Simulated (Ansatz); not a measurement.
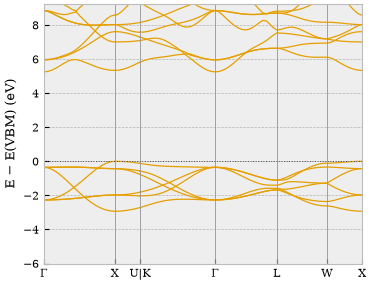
Figure. Band structure from the program Ansatz at the PBEsol level (PAW)

Task: Read off the gap and where the band edges lie.

Result: About 5.3 eV (5.25 eV by a search for the band edges); maximum at X, minimum at Γ.

The material is SrCl2 (fluorite, Fm-3m).

The PBEsol relaxation kept the symmetry of its start. Spin–orbit coupling is left out wherever it is not named.

Potentials: the later of the program's two PAW sets.
